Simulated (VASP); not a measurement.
Here is the system:

```
CsBr
1.0
    4.39081     0.00000     0.00000
    0.00000     4.39081     0.00000
    0.00000     0.00000     4.39081
Cs Br
1 1
Direct
  0.00000   0.00000   0.00000
  0.50000   0.50000   0.50000
```

Calculation: PBE GGA, VASP's PBE PAW potentials (set 64) (plane waves; VASP). Settings: 520 eV cut-off, 7×7×7 Γ-centred mesh, tetrahedra with Blöchl corrections, potentials Cs_sv Br.

Unless said otherwise, spin-orbit coupling is left out, though it shifts the bands of the heavy elements here.

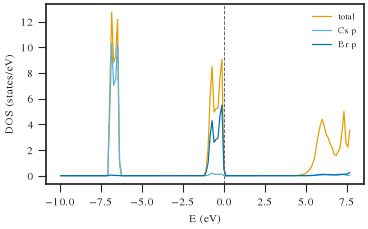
Figure. Total and projected density of states, zero at the valence-band maximum

Within 2 eV below the valence-band maximum the largest weight inside VASP's projection spheres is Br p.

It has a band gap.

The compound is CsBr in the CsCl type structure. It was relaxed first, which changed the volume by +7 %.
